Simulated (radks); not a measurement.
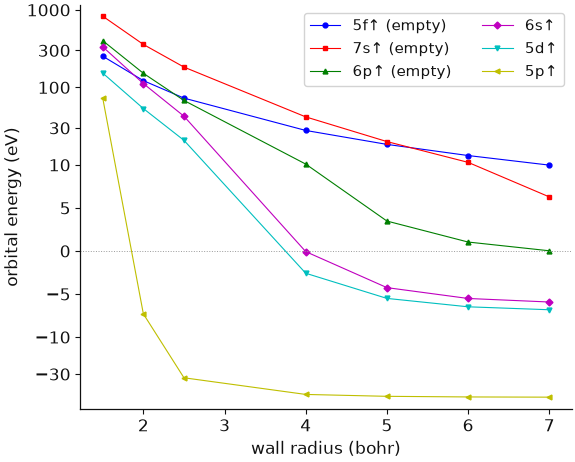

System: atomic gold (Au), configuration [Xe] 4f14 5d10 6s1 (high spin). It is put inside a hard spherical wall of varying radius. Computed with the in-house radial solver radks: scalar-relativistic Kohn-Sham, PBEsol, spin-polarised, spherical densities, finite nucleus. The plot shows the outer orbital energies (spin up), on a scale that is linear within ±10 eV and logarithmic beyond.

Q: How do the levels move, and do any cross?

A: The levels rise as the wall closes in: 6s↑ goes from −5.93 eV at 7 bohr to 333.6 eV at 1.5 bohr and passes zero between 4 and 2.5 bohr. On compression 5f↑ drops below 7s↑ between 6 and 5 bohr, 5f↑ drops below 6p↑ between 2.5 and 2 bohr and 5f↑ drops below 6s↑ between 2 and 1.5 bohr; in each crossing pair the level of higher l rises less. The fastest to rise is 7s↑ (by 822.3 eV), the slowest 5p↑ (by 131.8 eV): the wall presses hardest on the most extended orbitals.
